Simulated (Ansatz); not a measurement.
**Geometry relaxation, with input and output: CO (part 2 of 2)**

The same run, continued: CO (disordered cell, 16 atoms in the cell); DFT PBE-D3(BJ), scalar-relativistic, plane waves, PAW, no spin polarisation (Ansatz 0.2.0); cutoff 420 eV, 1×1×1 k-mesh, Fermi–Dirac smearing of 0.05 eV. It belongs to a series of runs on one base structure; here: start relaxed.

Geometry of the input (Å; fractional positions):
```
7.7418  0.0000  0.0000
0.0000  7.7418  0.0000
0.0000  0.0000  7.7418
O  0.1518  0.1018  0.2340
C  0.2105  0.2068  0.1467
O  0.0906  0.7949  0.8964
C  -0.0286  0.8666  0.8441
O  0.5706  0.9112  -0.0307
C  0.5607  0.9225  0.1171
O  0.0945  0.6482  0.3248
C  0.0052  0.6221  0.2090
O  0.6000  0.4688  0.2033
C  0.6027  0.4719  0.0547
O  0.8047  0.1560  0.5468
C  0.9493  0.1724  0.5170
O  0.5719  0.7034  0.4553
C  0.6836  0.6071  0.4730
O  0.1994  0.4715  0.9369
C  0.1441  0.4425  0.8021
```

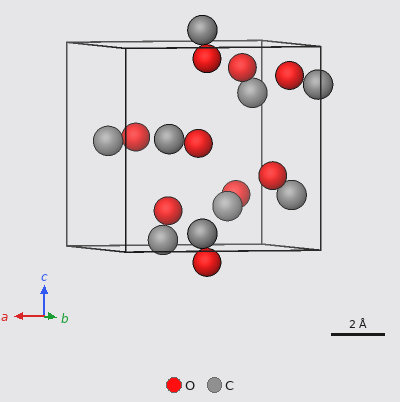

*The geometry at step 6 of the log (spheres-only view of the cell of the calculation, seen at an oblique angle).*

## Log, continued
```
--- Forces (eV/Å), atoms counted from 1 ---
  atom   1  O      0.03002752     0.04102038    -0.01548701
  atom   2  C     -0.02789742    -0.04100645     0.02260743
  atom   3  O     -0.09028751     0.02935814    -0.03362060
  atom   4  C      0.09344643    -0.01815986     0.02666694
  atom   5  O      0.05221200     0.03077295     0.16010620
  atom   6  C     -0.04950077    -0.02904221    -0.15817333
  atom   7  O     -0.07855765    -0.04167499    -0.08379085
  atom   8  C      0.08331921     0.03243336     0.09008553
  atom   9  O      0.02663663     0.01160384    -0.11576676
  atom  10  C     -0.02096507    -0.01342367     0.10071265
  atom  11  O      0.26076058     0.02808531    -0.06720252
  atom  12  C     -0.28170417    -0.02233873     0.06995247
  atom  13  O      0.19219700    -0.05836276     0.01248694
  atom  14  C     -0.19419031     0.06167674    -0.00751151
  atom  15  O     -0.11919809    -0.11373909    -0.23358056
  atom  16  C      0.12370023     0.10285492     0.23253370
  max |Σ_I F_I| component: 5.79e-5 eV/Å
--- Relaxed structure (11 steps of the walk, 9 accepted, 0 SCFs on fresh bases) ---
  F+E_penalty+E_count = -6533.70842464 eV   max|allowed force component| = 2.817e-1 eV/Å
  atoms:
    - { symbol: O, position: [0.149558263667548, 0.04240376188744979, 0.25393156001173134] }
    - { symbol: C, position: [0.22195202309464637, 0.1653219866279763, 0.21989950914530343] }
    - { symbol: O, position: [0.12914788232637398, 0.8741902168891171, 0.8367185523108375] }
    - { symbol: C, position: [-0.008804879640486658, 0.9113842011137001, 0.8033795246647443] }
    - { symbol: O, position: [0.545727169783807, 0.8985764838401752, -0.055303522252013536] }
    - { symbol: C, position: [0.6002446882804787, 0.9276510867033099, 0.07783824510262738] }
    - { symbol: O, position: [0.13765769500386957, 0.6363930358152992, 0.3673087089013283] }
    - { symbol: C, position: [0.04279365235082356, 0.5932969660273635, 0.2640234064577083] }
    - { symbol: O, position: [0.6112237306860879, 0.4256837145433108, 0.17261570728586265] }
    - { symbol: C, position: [0.6530926111300224, 0.43282607500390624, 0.03216260472132493] }
    - { symbol: O, position: [0.6684903581581597, 0.18606878429903093, 0.5513337648396751] }
    - { symbol: C, position: [0.8078417384895077, 0.19871517548298367, 0.5063772715623426] }
    - { symbol: O, position: [0.5334774575191695, 0.7177264265641095, 0.5357536371360742] }
    - { symbol: C, position: [0.6742331712279934, 0.6764264021624005, 0.541896243525601] }
    - { symbol: O, position: [0.2541733655994137, 0.47289837090557035, 0.8691007854288828] }
    - { symbol: C, position: [0.19031757232258592, 0.4083206121342979, 0.7535543011579708] }
```

## Trajectory as extended XYZ (Å, eV, eV/Å), 11 frames, from step=1 to step=11
```
16
Lattice="7.7418 0.0000 0.0000 0.0000 7.7418 0.0000 0.0000 0.0000 7.7418" Properties=species:S:1:pos:R:3:forces:R:3 step=1 energy=-6532.81286
O     1.1756    0.7882    1.8112    0.6779   1.0650  -1.1959
C     1.6297    1.6013    1.1360   -0.4794  -1.6236   1.3540
O     0.7016    6.1541    6.9400   -1.3393   1.2246  -0.6922
C    -0.2211    6.7090    6.5350    1.3217  -0.7467   0.5254
O     4.4177    7.0544   -0.2380   -0.1526   0.1110   1.6130
C     4.3407    7.1421    0.9064    0.1288  -0.0306  -1.6859
O     0.7316    5.0186    2.5148   -0.9012  -0.2754  -1.3239
C     0.0399    4.8161    1.6183    0.8782   0.2637   1.6131
O     4.6454    3.6292    1.5737   -0.1787  -0.4510  -2.2008
C     4.6662    3.6533    0.4238    0.0171  -0.0536   1.4927
O     6.2299    1.2075    4.2335    1.5148   0.1818  -0.3814
C     7.3496    1.3350    4.0025   -1.7109  -0.1115   0.5915
O     4.4272    5.4457    3.5250    1.1746  -0.9331   0.4655
C     5.2922    4.6998    3.6616   -1.0763   1.3401   0.3491
O     1.5434    3.6501    7.2533   -0.5320  -0.2235  -1.9691
C     1.1153    3.4260    6.2094    0.6561   0.2641   1.4440
16
Lattice="7.7418 0.0000 0.0000 0.0000 7.7418 0.0000 0.0000 0.0000 7.7418" Properties=species:S:1:pos:R:3:forces:R:3 step=2 energy=-6533.30749
O     1.1466    0.6646    1.7744    0.9353   1.2355  -0.9594
C     1.7503    1.4811    1.2308   -0.8801  -1.4372   1.0045
O     0.7217    6.3173    6.8997   -0.6726   0.5196  -0.3147
C    -0.2497    6.7599    6.4936    0.6770  -0.2974   0.2547
O     4.3948    7.0468   -0.2490   -0.0564   0.0349   0.3478
C     4.3508    7.1923    0.8791    0.0465   0.0041  -0.3969
O     0.7954    5.0311    2.5188   -1.0812  -0.3212  -1.0744
C    -0.0216    4.8000    1.7440    1.1371   0.3219   1.1871
O     4.5941    3.5073    1.4700   -0.0275  -0.0891  -0.9913
C     4.6823    3.6269    0.3375   -0.0214  -0.1042   0.7493
O     6.1758    1.2084    4.2111    1.0214   0.1883  -0.1191
C     7.3067    1.3653    4.1216   -1.1521  -0.1746   0.1539
O     4.4180    5.4706    3.6416    0.2259  -0.1859   0.1559
C     5.3027    4.7710    3.7917   -0.2183   0.3265   0.1693
O     1.6019    3.6881    7.1154   -0.1883  -0.1750  -0.6210
C     1.1151    3.3995    6.1261    0.2547   0.1542   0.4551
16
Lattice="7.7418 0.0000 0.0000 0.0000 7.7418 0.0000 0.0000 0.0000 7.7418" Properties=species:S:1:pos:R:3:forces:R:3 step=3 energy=-6533.46601
O     1.1401    0.5776    1.7882    0.7165   0.9273  -0.6732
C     1.7532    1.3956    1.2679   -0.6816  -1.0377   0.7056
O     0.7697    6.4137    6.8679   -0.4797   0.3380  -0.2257
C    -0.2077    6.8371    6.4617    0.4904  -0.2085   0.1807
O     4.3680    7.0409   -0.3157   -0.0275   0.0429   0.3857
C     4.3998    7.1930    0.8122    0.0239  -0.0271  -0.4186
O     0.9072    5.0115    2.5824   -0.7947  -0.2301  -0.7575
C     0.0841    4.7866    1.8189    0.8230   0.2237   0.8349
O     4.6310    3.4425    1.4749    0.0116  -0.0348  -0.6923
C     4.7524    3.5743    0.3488   -0.0281  -0.0832   0.5515
O     5.9869    1.2591    4.1694    0.7164   0.1223  -0.0747
C     7.1182    1.3936    4.0871   -0.8336  -0.1132   0.0895
O     4.3089    5.4810    3.7520    0.2400  -0.1884   0.1122
C     5.2295    4.8338    3.9204   -0.2326   0.2836   0.0766
O     1.6709    3.6875    7.0265   -0.1095  -0.1134  -0.3639
C     1.1727    3.4025    6.0439    0.1640   0.0988   0.2688
16
Lattice="7.7418 0.0000 0.0000 0.0000 7.7418 0.0000 0.0000 0.0000 7.7418" Properties=species:S:1:pos:R:3:forces:R:3 step=4 energy=-6533.56000
O     1.1514    0.4887    1.8050    0.5300   0.7058  -0.4405
C     1.7659    1.3248    1.3241   -0.5149  -0.7524   0.4785
O     0.8178    6.5205    6.8289   -0.3844   0.2134  -0.1873
C    -0.1757    6.8955    6.4171    0.3930  -0.1527   0.1497
O     4.3114    7.0251   -0.3661    0.1603   0.1980   1.3378
C     4.4729    7.1987    0.7566   -0.1578  -0.1976  -1.3608
O     0.9773    4.9948    2.6504   -0.4951  -0.1485  -0.4545
C     0.1478    4.7642    1.9019    0.5186   0.1396   0.4959
O     4.6631    3.3682    1.4517    0.0331   0.0115  -0.4896
C     4.8135    3.5178    0.3326   -0.0290  -0.0706   0.4256
O     5.7991    1.3020    4.1434    0.4452   0.0709  -0.0399
C     6.9312    1.4064    4.0661   -0.5353  -0.0621   0.0416
O     4.2150    5.4800    3.8587    1.1218  -0.6150   0.2296
C     5.2146    4.9448    4.0309   -1.1210   0.6684  -0.1353
O     1.7446    3.6836    6.9423   -0.0258  -0.0411  -0.1258
C     1.2350    3.4154    5.9631    0.0610   0.0327   0.0751
16
Lattice="7.7418 0.0000 0.0000 0.0000 7.7418 0.0000 0.0000 0.0000 7.7418" Properties=species:S:1:pos:R:3:forces:R:3 step=5 energy=-6533.63273
O     1.1417    0.4554    1.8660    0.2065   0.2621  -0.1688
C     1.7575    1.2984    1.4126   -0.1986  -0.2938   0.1918
O     0.8616    6.5838    6.7096   -0.2171   0.1201  -0.1003
C    -0.1541    6.9294    6.3323    0.2285  -0.0836   0.0819
O     4.3018    7.0109   -0.4074    0.0812   0.0872   0.6116
C     4.5014    7.1825    0.7024   -0.0807  -0.0903  -0.6285
O     1.0178    4.9591    2.7151   -0.2154  -0.0607  -0.2024
C     0.1901    4.7471    1.9645    0.2361   0.0555   0.2216
O     4.6879    3.3147    1.4298    0.0379   0.0206  -0.3246
C     4.8853    3.4606    0.3189   -0.0297  -0.0489   0.2937
O     5.6023    1.3377    4.1430    0.2316   0.0367  -0.0177
C     6.7329    1.4235    4.0516   -0.3024  -0.0238   0.0196
O     4.2119    5.5332    3.9480    0.4401  -0.2355   0.1004
C     5.2182    5.0292    4.1261   -0.4411   0.2655  -0.0520
O     1.8174    3.6705    6.8865   -0.0280  -0.0275  -0.0957
C     1.3113    3.3946    5.9076    0.0516   0.0172   0.0684
16
Lattice="7.7418 0.0000 0.0000 0.0000 7.7418 0.0000 0.0000 0.0000 7.7418" Properties=species:S:1:pos:R:3:forces:R:3 step=6 energy=-6533.66872
O     1.1436    0.4024    1.9077   -0.0087  -0.0238  -0.0010
C     1.7449    1.2732    1.4983    0.0093   0.0106   0.0204
O     0.9114    6.6599    6.6195   -0.3381   0.1202  -0.1290
C    -0.1331    6.9518    6.2733    0.3493  -0.0971   0.1153
O     4.2894    6.9886   -0.4455   -0.0026   0.0120   0.1098
C     4.5252    7.1710    0.6506    0.0023  -0.0153  -0.1172
O     1.0617    4.9443    2.7606    0.0383   0.0067   0.0312
C     0.2410    4.7204    2.0105   -0.0247  -0.0148  -0.0231
O     4.7107    3.2830    1.4111    0.0652   0.0349  -0.3597
C     4.9531    3.4072    0.3060   -0.0581  -0.0473   0.3404
O     5.4140    1.3704    4.1599    0.1296   0.0205  -0.0027
C     6.5392    1.4588    4.0267   -0.1774  -0.0118   0.0051
O     4.2023    5.5781    4.0352   -0.0714   0.0218   0.0022
C     5.2200    5.1022    4.1916    0.0711  -0.0065   0.0199
O     1.8780    3.6656    6.8378   -0.0553  -0.0359  -0.1335
C     1.3835    3.3534    5.8632    0.0712   0.0259   0.1222
16
Lattice="7.7418 0.0000 0.0000 0.0000 7.7418 0.0000 0.0000 0.0000 7.7418" Properties=species:S:1:pos:R:3:forces:R:3 step=7 energy=-6533.68579
O     1.1451    0.3495    1.9438    0.0204   0.0257  -0.0134
C     1.7292    1.2582    1.5949   -0.0215  -0.0255   0.0267
O     0.9595    6.7282    6.5330   -0.6234   0.1709  -0.1947
C    -0.1052    6.9985    6.2240    0.6316  -0.1537   0.1848
O     4.2598    6.9671   -0.4738    0.0404   0.0336   0.2204
C     4.5634    7.1598    0.6048   -0.0397  -0.0340  -0.2186
O     1.1049    4.9277    2.7983    0.2251   0.0641   0.2109
C     0.2927    4.6830    2.0490   -0.2186  -0.0762  -0.2081
O     4.7359    3.2672    1.3894    0.1235   0.0465  -0.5346
C     5.0148    3.3565    0.2879   -0.1183  -0.0497   0.5187
O     5.2387    1.3988    4.2095    0.5770   0.0566  -0.1032
C     6.3507    1.4974    3.9754   -0.6062  -0.0500   0.1082
O     4.1862    5.6116    4.1110   -0.1383   0.0510  -0.0128
C     5.2202    5.1652    4.2400    0.1391  -0.0459   0.0174
O     1.9378    3.6768    6.7865   -0.2234  -0.1755  -0.4541
C     1.4512    3.2848    5.8329    0.2323   0.1621   0.4524
16
Lattice="7.7418 0.0000 0.0000 0.0000 7.7418 0.0000 0.0000 0.0000 7.7418" Properties=species:S:1:pos:R:3:forces:R:3 step=8 energy=-6533.67544 accepted=F
O     1.1591    0.3244    1.9672    0.1344   0.2307  -0.0743
C     1.6952    1.2809    1.6651   -0.1329  -0.2322   0.0857
O     0.9920    6.7682    6.4644   -0.6048   0.1698  -0.1593
C    -0.0796    7.0558    6.1995    0.6074  -0.1557   0.1513
O     4.1985    6.9442   -0.4619    0.4033   0.2068   0.9911
C     4.6340    7.1673    0.5730   -0.3982  -0.2042  -0.9839
O     1.1155    4.9099    2.8328    0.0869   0.0258   0.0944
C     0.3451    4.6309    2.0494   -0.0853  -0.0371  -0.0888
O     4.7382    3.2876    1.3620    0.2291   0.0257  -0.7755
C     5.0760    3.3140    0.2711   -0.2266  -0.0250   0.7588
O     5.1363    1.4169    4.3022    1.7339   0.1917  -0.6465
C     6.2085    1.5316    3.8948   -1.7509  -0.1839   0.6529
O     4.1686    5.6109    4.1550   -0.0074  -0.0036  -0.0015
C     5.2266    5.2088    4.2358    0.0078   0.0059   0.0009
O     1.9767    3.6980    6.7496   -0.5247  -0.5610  -1.0076
C     1.4943    3.1810    5.8467    0.5300   0.5453   1.0034
16
Lattice="7.7418 0.0000 0.0000 0.0000 7.7418 0.0000 0.0000 0.0000 7.7418" Properties=species:S:1:pos:R:3:forces:R:3 step=9 energy=-6533.70218
O     1.1531    0.3312    1.9725    0.0149   0.0191  -0.0095
C     1.7158    1.2705    1.6731   -0.0133  -0.0179   0.0195
O     0.9943    6.7609    6.5005   -0.2001   0.0578  -0.0686
C    -0.0688    7.0406    6.2103    0.2036  -0.0468   0.0612
O     4.2446    6.9588   -0.4438    0.0234   0.0188   0.1112
C     4.6161    7.1711    0.6084   -0.0206  -0.0168  -0.1099
O     1.0648    4.9291    2.8369    0.0108  -0.0008   0.0071
C     0.3283    4.6137    2.0336   -0.0058  -0.0085  -0.0011
O     4.7394    3.2819    1.3604    0.0425   0.0196  -0.1924
C     5.0379    3.3643    0.2667   -0.0377  -0.0226   0.1752
O     5.1842    1.4344    4.2267    0.1814   0.0195  -0.0233
C     6.2836    1.5351    3.9549   -0.2043  -0.0162   0.0269
O     4.1435    5.5724    4.1302    0.0094  -0.0062   0.0063
C     5.2191    5.2190    4.2106   -0.0114   0.0097  -0.0020
O     1.9571    3.6418    6.7485   -0.0859  -0.0675  -0.1823
C     1.4721    3.2055    5.8171    0.0929   0.0590   0.1819
16
Lattice="7.7418 0.0000 0.0000 0.0000 7.7418 0.0000 0.0000 0.0000 7.7418" Properties=species:S:1:pos:R:3:forces:R:3 step=10 energy=-6533.68524 accepted=F
O     1.1643    0.3175    1.9837    0.1307   0.2335  -0.0636
C     1.7057    1.2875    1.7397   -0.1254  -0.2316   0.0702
O     1.0162    6.7798    6.4622    0.0220  -0.0033  -0.0072
C    -0.0488    7.0758    6.2057   -0.0214   0.0131   0.0017
O     4.2200    6.9519   -0.4172    0.1833   0.0984   0.4379
C     4.6711    7.1858    0.6023   -0.1801  -0.0952  -0.4359
O     1.0158    4.9550    2.8811   -0.8965  -0.6140  -1.2366
C     0.3814    4.5331    2.0197    0.8998   0.6058   1.2467
O     4.7422    3.3009    1.3276   -0.0017   0.0082  -0.0163
C     5.0611    3.3532    0.2395    0.0087  -0.0090  -0.0003
O     5.1409    1.4563    4.2673    0.1589   0.0168  -0.0328
C     6.2178    1.5572    3.9171   -0.1751  -0.0131   0.0357
O     4.1027    5.5174    4.1738    1.5391  -0.3120  -0.0026
C     5.2291    5.2881    4.1683   -1.5476   0.3117   0.0059
O     1.9776    3.6387    6.7145   -0.1116  -0.1082  -0.2269
C     1.4877    3.1324    5.8213    0.1169   0.0989   0.2241
16
Lattice="7.7418 0.0000 0.0000 0.0000 7.7418 0.0000 0.0000 0.0000 7.7418" Properties=species:S:1:pos:R:3:forces:R:3 step=11 energy=-6533.70842
O     1.1578    0.3283    1.9659    0.0300   0.0410  -0.0155
C     1.7183    1.2799    1.7024   -0.0279  -0.0410   0.0226
O     0.9998    6.7678    6.4777   -0.0903   0.0294  -0.0336
C    -0.0682    7.0557    6.2196    0.0934  -0.0182   0.0267
O     4.2249    6.9566   -0.4281    0.0522   0.0308   0.1601
C     4.6469    7.1816    0.6026   -0.0495  -0.0290  -0.1582
O     1.0657    4.9268    2.8436   -0.0786  -0.0417  -0.0838
C     0.3313    4.5932    2.0440    0.0833   0.0324   0.0901
O     4.7319    3.2955    1.3363    0.0266   0.0116  -0.1158
C     5.0561    3.3508    0.2490   -0.0210  -0.0134   0.1007
O     5.1753    1.4405    4.2683    0.2608   0.0281  -0.0672
C     6.2541    1.5384    3.9202   -0.2817  -0.0223   0.0700
O     4.1301    5.5565    4.1477    0.1922  -0.0584   0.0125
C     5.2197    5.2367    4.1952   -0.1942   0.0617  -0.0075
O     1.9677    3.6611    6.7284   -0.1192  -0.1137  -0.2336
C     1.4734    3.1611    5.8338    0.1237   0.1029   0.2325
```

## Key numbers

```csv
quantity,value
outcome,converged
electrons treated,80
free energy,−6533.7084 eV
Fermi energy,−2.182 eV
final volume,464.00 Å³
largest force (length of the vector) at the end,0.291 eV/Å
hardware,"1 thread of AMD EPYC (Zen 5), 16 GiB of memory available, shared host"
wall time,11 s
peak memory,0.49 GiB
```

## Remarks

The k-point mesh is coarse for a cell of this size, so the results may not be converged.
